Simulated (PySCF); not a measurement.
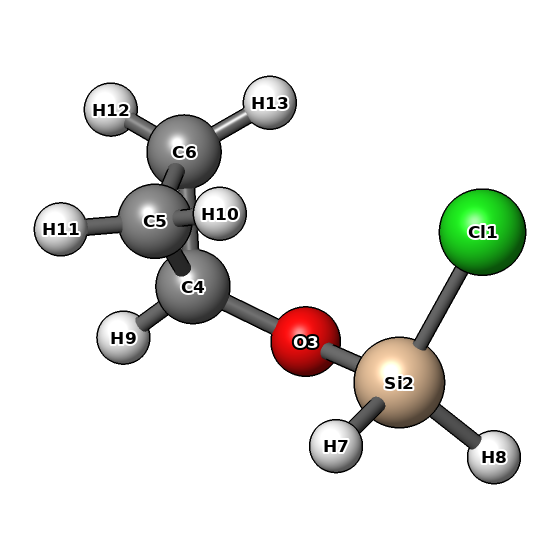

The thickness of each stick grows with its Mayer bond order. Computed geometry: PBE0-D3(BJ)/def2-SVP optimisation. No frequency run is at hand to confirm it as a minimum. Level of theory: PBE0/STO-3G (PySCF 2.14.0).

Which bond has the lowest Mayer bond order?

Answer. Cl1–Si2, 0.78, at 2.075 Å.

List the Mayer bond orders of Cl1–Si2, Si2–O3, Si2–H7, Si2–H8, O3–C4, C4–C5, C4–C6, C4–H9, C5–C6, C5–H10, C5–H11, C6–H12, C6–H13.

```tsv
bond	Mayer order	length (Å)
Cl1–Si2	0.78	2.075
Si2–O3	0.95	1.648
Si2–H7	0.88	1.488
Si2–H8	0.90	1.481
O3–C4	0.98	1.392
C4–C5	0.96	1.498
C4–C6	0.96	1.491
C4–H9	0.94	1.095
C5–C6	0.98	1.508
C5–H10	0.96	1.094
C5–H11	0.96	1.093
C6–H12	0.96	1.093
C6–H13	0.96	1.093
```
